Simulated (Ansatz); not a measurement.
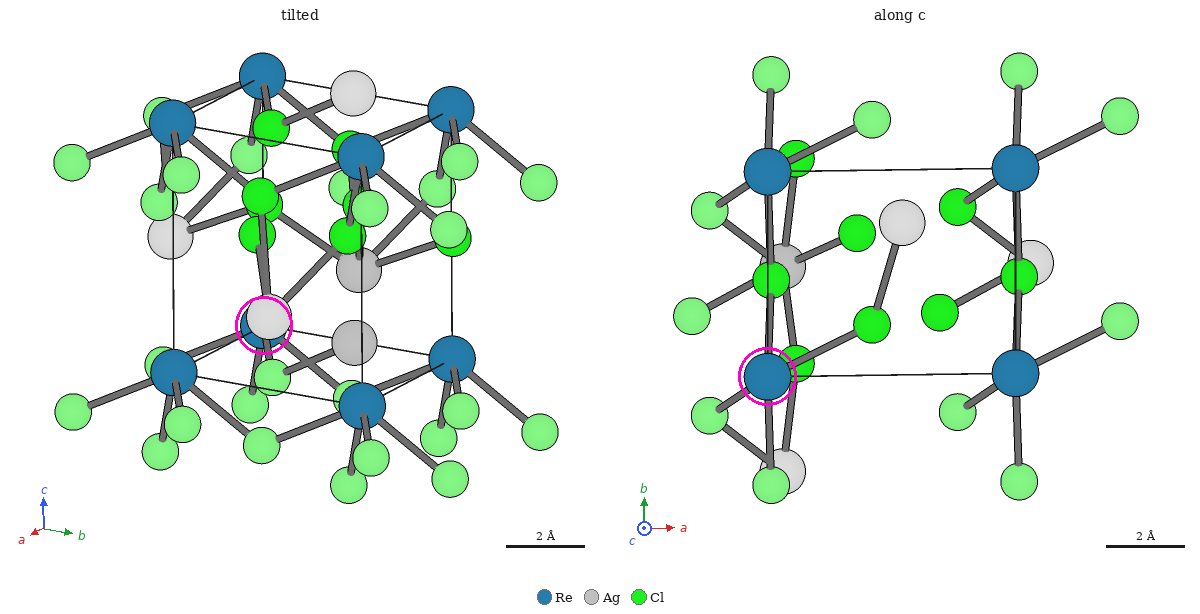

The image is a ball-and-stick drawing of a crystal, viewed slightly off an axis and along the c axis. Atoms at the boundary of the simulation cell (the box) are drawn once for each face, edge or corner they touch. Bonded neighbours in the next cells are drawn too, in fainter colours.

Lattice parameters: a = 6.375 Å, b = 5.293 Å, c = 6.619 Å, α = 95.09°, β = 89.23°, γ = 89.26°.

**Read off the composition.**

ReAg2Cl6. The cell holds 1 Re, 2 Ag, 6 Cl, counting shared atoms by their share.

**How many atoms is each element bonded to?**

Coordination numbers from the bonds drawn: Re 4, Ag 1 to 6 (mean 3.5) and Cl 1 to 3 (mean 1.8).

Shown is a made-up disordered cell, as it stood before any relaxation. Ansatz was used for an electronic-structure calculation on it.

At this level of theory the cell isn't at rest (forces up to 3.0 eV/Å), so its distances can differ from those at equilibrium, the more so the softer the solid.
